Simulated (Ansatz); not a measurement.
# C3H12GaN (SMILES C[Ga-](C)(C)[NH3+]) at 5 levels

Wanted: a comparison of 5 runs (HF/STO-3G, HF/def2-SVPD, B3LYP/6-31G*, BLYP/pcseg-1, MP2/6-31G) of C3H12GaN. 

The results are computed with Ansatz 0.2.0.

2 further runs of the same task are left out: 1 that didn't finish, 1 set aside as unsound or not needed. Runs told in other sessions of the task aren't counted.

**1. Starting point**

The species is C3H12GaN (17 atoms), meant as a singlet with charge 0. SMILES: `C[Ga-](C)(C)[NH3+]`. The shape is that of a PBE0-D4/def2-TZVP optimisation.

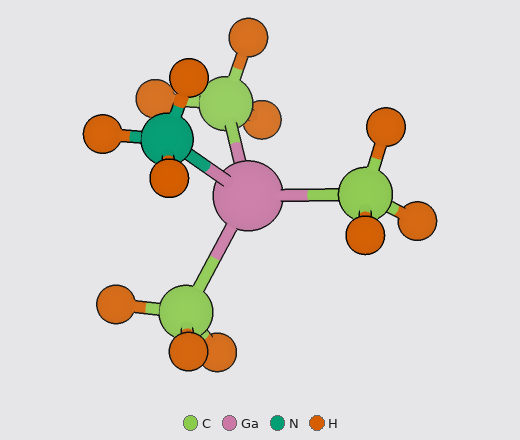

The structure, seen from a chosen angle (carbon green, gallium pink, nitrogen teal, hydrogen orange).

**2. Energy and forces at HF/STO-3G (run 1)**

run.yaml

```yaml
crystal:
  periodic: [false, false, false]
  atoms:
    - symbol: C
      position_ang: [-0.724690, 0.767350, -1.780960]
    - symbol: Ga
      position_ang: [0.155500, -0.156590, -0.247090]
    - symbol: C
      position_ang: [2.027140, 0.365110, 0.206730]
    - symbol: C
      position_ang: [-0.422310, -2.018890, 0.176160]
    - symbol: N
      position_ang: [-0.870130, 0.876400, 1.382070]
    - symbol: H
      position_ang: [-0.337770, 0.382760, -2.729300]
    - symbol: H
      position_ang: [-0.538820, 1.845740, -1.776900]
    - symbol: H
      position_ang: [-1.807520, 0.609810, -1.793330]
    - symbol: H
      position_ang: [2.328700, 0.007070, 1.195860]
    - symbol: H
      position_ang: [2.727720, -0.067300, -0.513810]
    - symbol: H
      position_ang: [2.173270, 1.449260, 0.179340]
    - symbol: H
      position_ang: [-0.082930, -2.343380, 1.164610]
    - symbol: H
      position_ang: [-0.002060, -2.721570, -0.549520]
    - symbol: H
      position_ang: [-1.509750, -2.134500, 0.136040]
    - symbol: H
      position_ang: [-0.554260, 0.531670, 2.281190]
    - symbol: H
      position_ang: [-1.871800, 0.734050, 1.323650]
    - symbol: H
      position_ang: [-0.690280, 1.873060, 1.345280]
basis:
  gaussian: {orbitals: STO-3G}
total_charge: 0
hamiltonian: {xc: hf}
accuracy: high
output: {forces: true, orbitals: {seedname: orbitals}}
```

Started as:

```bash
ansatz run run.yaml --threads 1 --pin off --max-ram 3480MiB --events-out events.jsonl --progress --plain --runs-dir runs
```

The program printed:

```text
Warning: RAYON_NUM_THREADS=1 ignored (pool sized by the plan → 1); use --threads N
Functional definition: HF
  name "HF"
  exchange = exact_x
  correlation = 0
1049 factors; integrals over basis functions are off by at most 3.2e-9 eV
mean field evaluation 1: about -56431.2203 eV, gradient 1.6e1 eV
mean field evaluation 2: about -56431.4219 eV, gradient 1.6e1 eV
mean field evaluation 4: about -56432.7343 eV, gradient 1.0e0 eV
mean field evaluation 8: about -56432.7450 eV, gradient 1.3e-3 eV
mean field -56432.74437443 eV, -2073.8651042723 hartree, gradient 9.2e-9 eV, S^2 0.000000; 0 other end points of the search recorded, 0 dependent functions left out
the calculation of the forces begins
reference -56432.74437443 eV, -2073.8651042723 hartree; 34, 34 occupied and 16, 16 virtual orbitals, 1049 factors
Total energy: -56432.74437443 eV, -2073.8651042723 hartree
Atom 0 at    -0.724690     0.767350    -1.780960 Å, force     0.680927    -0.715919     1.261746 eV/Å
Atom 1 at     0.155500    -0.156590    -0.247090 Å, force    -0.023263     0.023575     0.036955 eV/Å
Atom 2 at     2.027140     0.365110     0.206730 Å, force    -1.518004    -0.394972    -0.326652 eV/Å
Atom 3 at    -0.422310    -2.018890     0.176160 Å, force     0.439362     1.510531    -0.302622 eV/Å
Atom 4 at    -0.870130     0.876400     1.382070 Å, force     1.247040    -1.255665    -1.980126 eV/Å
Atom 5 at    -0.337770     0.382760    -2.729300 Å, force    -0.219333     0.219494     0.435349 eV/Å
Atom 6 at    -0.538820     1.845740    -1.776900 Å, force    -0.201199    -0.461550    -0.075529 eV/Å
Atom 7 at    -1.807520     0.609810    -1.793330 Å, force     0.467634     0.190070    -0.066816 eV/Å
Atom 8 at     2.328700     0.007070     1.195860 Å, force    -0.039657     0.263345    -0.434201 eV/Å
Atom 9 at     2.727720    -0.067300    -0.513810 Å, force    -0.301066     0.232587     0.375670 eV/Å
Atom 10 at     2.173270     1.449260     0.179340 Å, force     0.042339    -0.497025     0.101785 eV/Å
Atom 11 at    -0.082930    -2.343380     1.164610 Å, force    -0.257679     0.052654    -0.436299 eV/Å
Atom 12 at    -0.002060    -2.721570    -0.549520 Å, force    -0.227921     0.302516     0.377684 eV/Å
Atom 13 at    -1.509750    -2.134500     0.136040 Å, force     0.494762    -0.057350     0.106185 eV/Å
Atom 14 at    -0.554260     0.531670     2.281190 Å, force     0.216499    -0.240567     0.844547 eV/Å
Atom 15 at    -1.871800     0.734050     1.323650 Å, force    -0.901520    -0.069008     0.032035 eV/Å
Atom 16 at    -0.690280     1.873060     1.345280 Å, force     0.101079     0.897284     0.050288 eV/Å
Dipole moment:    -0.548467     0.552397     0.871201 e Å
```

It took 2.5 s on 1 thread of Intel Xeon 6975P-C (Granite Rapids), shared host; peak memory 0.14 GiB.

**3. Energy and gradient at HF/def2-SVPD (run 2)**

job.yaml

```yaml
crystal:
  periodic: [false, false, false]
  atoms:
    - symbol: C
      position_ang: [-0.724690, 0.767350, -1.780960]
    - symbol: Ga
      position_ang: [0.155500, -0.156590, -0.247090]
    - symbol: C
      position_ang: [2.027140, 0.365110, 0.206730]
    - symbol: C
      position_ang: [-0.422310, -2.018890, 0.176160]
    - symbol: "N"
      position_ang: [-0.870130, 0.876400, 1.382070]
    - symbol: H
      position_ang: [-0.337770, 0.382760, -2.729300]
    - symbol: H
      position_ang: [-0.538820, 1.845740, -1.776900]
    - symbol: H
      position_ang: [-1.807520, 0.609810, -1.793330]
    - symbol: H
      position_ang: [2.328700, 0.007070, 1.195860]
    - symbol: H
      position_ang: [2.727720, -0.067300, -0.513810]
    - symbol: H
      position_ang: [2.173270, 1.449260, 0.179340]
    - symbol: H
      position_ang: [-0.082930, -2.343380, 1.164610]
    - symbol: H
      position_ang: [-0.002060, -2.721570, -0.549520]
    - symbol: H
      position_ang: [-1.509750, -2.134500, 0.136040]
    - symbol: H
      position_ang: [-0.554260, 0.531670, 2.281190]
    - symbol: H
      position_ang: [-1.871800, 0.734050, 1.323650]
    - symbol: H
      position_ang: [-0.690280, 1.873060, 1.345280]
basis:
  gaussian:
    orbitals: def2-SVPD
accuracy: high
output: {forces: true, orbitals: {seedname: orbitals}}
hamiltonian:
  xc: hf
```

Started as:

```bash
ansatz run job.yaml --threads 1 --pin off --max-ram 3480MiB --events-out events.jsonl --progress --plain --runs-dir runs
```

The program printed:

```text
Warning: RAYON_NUM_THREADS=1 ignored (pool sized by the plan → 1); use --threads N
[... 4 set-up lines as earlier in the session ...]
4372 factors; integrals over basis functions are off by at most 4.8e-9 eV
mean field evaluation 1: about -57083.2773 eV, gradient 4.3e1 eV
mean field evaluation 2: about -57083.2790 eV, gradient 4.3e1 eV
mean field evaluation 4: about -57087.9653 eV, gradient 3.6e0 eV
mean field evaluation 8: about -57088.0139 eV, gradient 3.0e-4 eV
mean field -57088.01393000 eV, -2097.9458162820 hartree, gradient 1.0e-8 eV, S^2 0.000000; 0 other end points of the search recorded, 0 dependent functions left out
the calculation of the forces begins
reference -57088.01393000 eV, -2097.9458162820 hartree; 34, 34 occupied and 180, 180 virtual orbitals, 4372 factors
Total energy: -57088.01393000 eV, -2097.9458162820 hartree
Atom 0 at    -0.724690     0.767350    -1.780960 Å, force    -0.054970     0.059178    -0.215992 eV/Å
Atom 1 at     0.155500    -0.156590    -0.247090 Å, force    -0.005358     0.005412     0.008474 eV/Å
Atom 2 at     2.027140     0.365110     0.206730 Å, force     0.229951     0.017493    -0.010316 eV/Å
Atom 3 at    -0.422310    -2.018890     0.176160 Å, force    -0.023735    -0.229327    -0.013513 eV/Å
Atom 4 at    -0.870130     0.876400     1.382070 Å, force    -0.275265     0.277464     0.437847 eV/Å
Atom 5 at    -0.337770     0.382760    -2.729300 Å, force    -0.027386     0.028650    -0.033182 eV/Å
Atom 6 at    -0.538820     1.845740    -1.776900 Å, force    -0.025676     0.022961    -0.024310 eV/Å
Atom 7 at    -1.807520     0.609810    -1.793330 Å, force    -0.021978     0.026637    -0.024301 eV/Å
Atom 8 at     2.328700     0.007070     1.195860 Å, force     0.034132     0.018367     0.016179 eV/Å
Atom 9 at     2.727720    -0.067300    -0.513810 Å, force     0.044652     0.018193     0.018840 eV/Å
Atom 10 at     2.173270     1.449260     0.179340 Å, force     0.034718     0.014153     0.019311 eV/Å
Atom 11 at    -0.082930    -2.343380     1.164610 Å, force    -0.019578    -0.033922     0.015466 eV/Å
Atom 12 at    -0.002060    -2.721570    -0.549520 Å, force    -0.019593    -0.044246     0.018219 eV/Å
Atom 13 at    -1.509750    -2.134500     0.136040 Å, force    -0.015171    -0.034428     0.018664 eV/Å
Atom 14 at    -0.554260     0.531670     2.281190 Å, force    -0.156151     0.168665    -0.343718 eV/Å
Atom 15 at    -1.871800     0.734050     1.323650 Å, force     0.400291     0.082987     0.060816 eV/Å
Atom 16 at    -0.690280     1.873060     1.345280 Å, force    -0.098884    -0.398237     0.051514 eV/Å
Dipole moment:    -0.445044     0.448246     0.706900 e Å
```

Run time: 31 s. Hardware: 1 thread of Intel Xeon 6975P-C (Granite Rapids), shared host; peak memory 1.5 GiB.

Runs 3 to 4 aren't shown in full; the table further down has their settings and results.

**4. Energy and forces at MP2/6-31G (run 5)**

molecule.yaml

```yaml
crystal:
  periodic: [false, false, false]
  atoms:
    - {symbol: C, position_ang: [-0.724690, 0.767350, -1.780960]}
    - {symbol: Ga, position_ang: [0.155500, -0.156590, -0.247090]}
    - {symbol: C, position_ang: [2.027140, 0.365110, 0.206730]}
    - {symbol: C, position_ang: [-0.422310, -2.018890, 0.176160]}
    - {symbol: N, position_ang: [-0.870130, 0.876400, 1.382070]}
    - {symbol: H, position_ang: [-0.337770, 0.382760, -2.729300]}
    - {symbol: H, position_ang: [-0.538820, 1.845740, -1.776900]}
    - {symbol: H, position_ang: [-1.807520, 0.609810, -1.793330]}
    - {symbol: H, position_ang: [2.328700, 0.007070, 1.195860]}
    - {symbol: H, position_ang: [2.727720, -0.067300, -0.513810]}
    - {symbol: H, position_ang: [2.173270, 1.449260, 0.179340]}
    - {symbol: H, position_ang: [-0.082930, -2.343380, 1.164610]}
    - {symbol: H, position_ang: [-0.002060, -2.721570, -0.549520]}
    - {symbol: H, position_ang: [-1.509750, -2.134500, 0.136040]}
    - {symbol: H, position_ang: [-0.554260, 0.531670, 2.281190]}
    - {symbol: H, position_ang: [-1.871800, 0.734050, 1.323650]}
    - {symbol: H, position_ang: [-0.690280, 1.873060, 1.345280]}
basis:
  gaussian: {orbitals: 6-31G-spherical.json}
correlation: {method: mp2, frozen_orbitals: {C: 1, Ga: 9, H: 0, "N": 1}}
accuracy: high
output: {forces: true, orbitals: {seedname: orbitals}}
```

The basis set 6-31G is read from a file made from the Basis Set Exchange's data (not shown).

Started as:

```bash
ansatz run molecule.yaml --threads 1 --pin off --max-ram 3480MiB --events-out events.jsonl --progress --plain --runs-dir runs
```

The program printed:

```text
Warning: RAYON_NUM_THREADS=1 ignored (pool sized by the plan → 1); use --threads N
[... 4 set-up lines as earlier in the session ...]
2279 factors; integrals over basis functions are off by at most 5.6e-9 eV
mean field evaluation 1: about -57083.3724 eV, gradient 4.0e1 eV
mean field evaluation 2: about -57083.4677 eV, gradient 4.0e1 eV
mean field evaluation 4: about -57087.5253 eV, gradient 2.9e0 eV
mean field evaluation 8: about -57087.5517 eV, gradient 1.0e-4 eV
mean field -57087.55168704 eV, -2097.9288291664 hartree, gradient 2.6e-8 eV, S^2 0.000000; 0 other end points of the search recorded, 0 dependent functions left out
13 core orbitals not correlated: weight in the atoms' cores, before any rotation towards them, 1.000 or more for the frozen orbitals, at most 0.000 for the correlated occupied ones
reference -57087.55168704 eV, -2097.9288291664 hartree; 21, 21 occupied and 53, 53 virtual orbitals, 2279 factors
second order -16.45568319 eV of doubles, -0.00000000 eV of singles
the calculation of the forces begins
Total energy: -57104.00737023 eV, -2098.5335643697 hartree
Atom 0 at    -0.724690     0.767350    -1.780960 Å, force     0.064455    -0.065881    -0.031310 eV/Å
Atom 1 at     0.155500    -0.156590    -0.247090 Å, force    -0.159867     0.161079     0.253866 eV/Å
Atom 2 at     2.027140     0.365110     0.206730 Å, force    -0.002028    -0.056291    -0.079376 eV/Å
Atom 3 at    -0.422310    -2.018890     0.176160 Å, force     0.057076     0.001416    -0.078750 eV/Å
Atom 4 at    -0.870130     0.876400     1.382070 Å, force    -0.108496     0.109500     0.172963 eV/Å
Atom 5 at    -0.337770     0.382760    -2.729300 Å, force     0.089035    -0.088073    -0.242613 eV/Å
Atom 6 at    -0.538820     1.845740    -1.776900 Å, force     0.040280     0.260578     0.021360 eV/Å
Atom 7 at    -1.807520     0.609810    -1.793330 Å, force    -0.261816    -0.033674     0.017538 eV/Å
Atom 8 at     2.328700     0.007070     1.195860 Å, force     0.054499    -0.079460     0.246210 eV/Å
Atom 9 at     2.727720    -0.067300    -0.513810 Å, force     0.184186    -0.102385    -0.173606 eV/Å
Atom 10 at     2.173270     1.449260     0.179340 Å, force     0.017460     0.263934     0.004309 eV/Å
Atom 11 at    -0.082930    -2.343380     1.164610 Å, force     0.075321    -0.059910     0.246191 eV/Å
Atom 12 at    -0.002060    -2.721570    -0.549520 Å, force     0.099079    -0.184506    -0.174883 eV/Å
Atom 13 at    -1.509750    -2.134500     0.136040 Å, force    -0.264202    -0.010197     0.001438 eV/Å
Atom 14 at    -0.554260     0.531670     2.281190 Å, force     0.279914    -0.295168     0.253582 eV/Å
Atom 15 at    -1.871800     0.734050     1.323650 Å, force    -0.376968    -0.194293    -0.223830 eV/Å
Atom 16 at    -0.690280     1.873060     1.345280 Å, force     0.212072     0.373331    -0.213089 eV/Å
Dipole moment:    -0.484948     0.488425     0.770308 e Å
```

Run time: 9.6 s. Hardware: 1 thread of Intel Xeon 6975P-C (Granite Rapids), shared host; peak memory 0.38 GiB.

**5. All runs side by side**

```tsv
run	level	Cartesian functions	frozen core orbitals	energy (Eh)	dipole moment (D)	HOMO energy (eV)	LUMO energy (eV)	wall time
1	HF/STO-3G	no	–	-2073.865104	5.61	-5.18	10.32	2.5 s
2	HF/def2-SVPD	no	–	-2097.945816	4.55	-9.68	1.49	31 s
3	B3LYP/6-31G* (Cartesian functions)	yes	–	-2100.949124	4.63	-6.16	0.40	17 s
4	BLYP/pcseg-1	no	–	-2100.890450	4.51	-5.32	-0.61	16 s
5	MP2/6-31G	no	13	-2098.533564	4.96	-9.47	3.60	9.6 s
```

**6. Summary of results**

```
                                           quantity           value
                                run 5: total energy  -2098.53356 Eh
          run 5: dipole moment (correlated density)          4.96 D
         run 5: HOMO energy (Hartree–Fock orbitals)        -9.47 eV
         run 5: LUMO energy (Hartree–Fock orbitals)         3.60 eV
       run 5: HOMO–LUMO gap (Hartree–Fock orbitals)        13.08 eV
run 5: correlation energy (13 core orbitals frozen)      -604.7 mEh
                    run 5: largest force on an atom      0.480 eV/Å
```

**Reading.** The dipole moment (its size) runs from 4.51 D (BLYP/pcseg-1) to 5.61 D (HF/STO-3G). The two ends differ in method and basis. Over runs 1, 2, 3, 4 the HOMO–LUMO gap runs from 4.71 eV (BLYP/pcseg-1) to 15.50 eV (HF/STO-3G). Totals of different functionals can't be ranked against each other. In run 1 the basis is minimal, so the values are rough. All runs together took 76 s, the longest 31 s.
